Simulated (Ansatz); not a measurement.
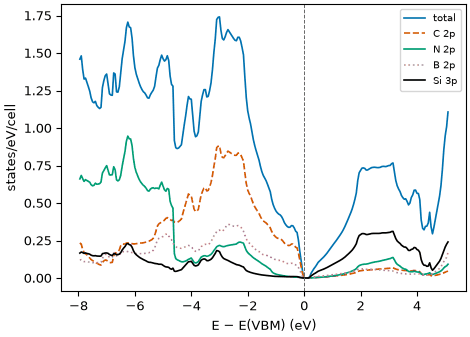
Figure. Total and projected density of states of SiBCN in space group R3m (No. 160; B on 3a, N on 3a, Si on 3a, C on 3a), PBEsol in the plane-wave PAW code Ansatz

### Question
Which orbitals carry the states next to the gap?

### Answer
Top 1 eV of the valence band: C 2p 64 %, B 2p 28 %. Bottom 1 eV of the conduction band: Si 3p 42 %, N 2s 18 %, B 2p 10 %, C 2s 5 %, N 2p 5 %, outside the projected shells 12 %. Projections are on Löwdin-orthogonalised atomic valence shells; empty p or d shells of many metals are not among them.

### Question
Where is the tallest occupied peak in this window, and what makes it?

### Answer
Near -3.0 eV, about 1.7 states/eV per cell; the largest projected share is C 2p.

The start of the workflow was typed in or built on a structure type; neither database checked (COD, Materials Project) lists it. Its standing as an ambient phase is unchecked. The cell was relaxed with PBEsol under the symmetry of its start; its stability against distortions is not shown here. The volume moved by -19 % from the start of the relaxation.

Potentials: the earlier of the program's two PAW sets. The files were generated under PBE; for other functionals the program regenerates the frozen cores, and for LDA and PBEsol the local potential too.
